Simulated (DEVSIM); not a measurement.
Device: abrupt Ge p-n junction, at 300 K.

| layer (left to right) | material | thickness (μm) | Nd (cm⁻³) | Na (cm⁻³) | τn (s) | τp (s) |
|---|---|---|---|---|---|---|
| 1 | Ge | 3.20 | - | 5.4e17 | 0.00028 | 0.00028 |
| 2 | Ge | 0.480 | 1.1e14 | - | 0.00028 | 0.00028 |

Left contact: ohmic. Right contact: ohmic. Voltage is applied to the left contact. Recombination: SRH at mid-gap. Mobility is μmin + (μ − μmin)/(1 + (N/Nref)^α).

Constants are typed, rounded textbook-type inputs, not results; the design itself was drawn at random and stands for no fabricated device. Values at 300 K.

```
parameter           Ge
-------------  -------
gap (eV)         0.664
affinity (eV)        4
permittivity        16
Nc (cm⁻³)      1.04e19
Nv (cm⁻³)         6e18
μn (cm²/Vs)       3900
μp (cm²/Vs)       1900
μn,min             150
μp,min             100
Nref,n          2.6e17
Nref,p            4e17
αn                0.56
αp                 0.6
```

Simulated with DEVSIM: 1D drift-diffusion, Boltzmann statistics, complete ionisation; no tunnelling, impact ionisation, image-force lowering or self-heating.

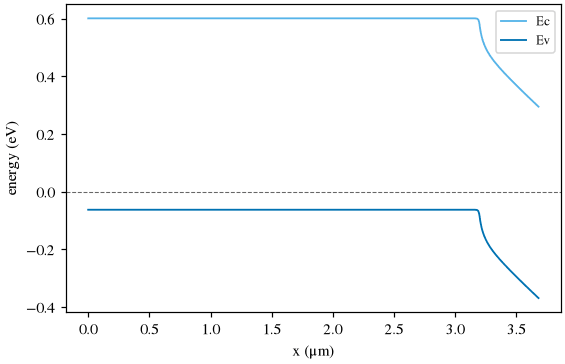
Band edges at zero bias

Energies count from the Fermi level of the right contact; mesh points crowd at the junctions.

```
x (μm)   Ec (eV)  Ev (eV)  n (cm⁻³)  p (cm⁻³)  field (V/cm)
-------  -------  -------  --------  --------  ------------
0.000      0.602   -0.062     8.1e8    5.4e17           ≈ 0
0.02017    0.602   -0.062     8.1e8    5.4e17           ≈ 0
0.05384    0.602   -0.062     8.1e8    5.4e17           ≈ 0
0.1186     0.602   -0.062     8.1e8    5.4e17           ≈ 0
0.2824     0.602   -0.062     8.1e8    5.4e17           ≈ 0
0.5363     0.602   -0.062     8.1e8    5.4e17           ≈ 0
1.000      0.602   -0.062     8.1e8    5.4e17           ≈ 0
1.998      0.602   -0.062     8.1e8    5.4e17           ≈ 0
2.554      0.602   -0.062     8.1e8    5.4e17           ≈ 0
2.842      0.602   -0.062     8.1e8    5.4e17           ≈ 0
3.015      0.602   -0.062     8.1e8    5.4e17           ≈ 0
3.127      0.602   -0.062     8.1e8    5.4e17           ≈ 0
3.171      0.601   -0.063     8.2e8    5.3e17          -580
3.195      0.588   -0.076     1.4e9    3.1e17        -20000
3.218      0.534   -0.130    1.1e10    4.0e16        -16000
3.251      0.497   -0.167    4.7e10    9.3e15         -8700
3.303      0.461   -0.203    1.9e11    2.3e15         -5800
3.398      0.414   -0.250    1.2e12    3.7e14         -4500
3.547      0.349   -0.315    1.4e13    3.1e13         -4100
3.615      0.322   -0.342    4.1e13    1.1e13         -4100
3.654      0.306   -0.358    7.5e13    5.8e12         -4000
3.680      0.295   -0.369    1.1e14    3.8e12         -4000
```
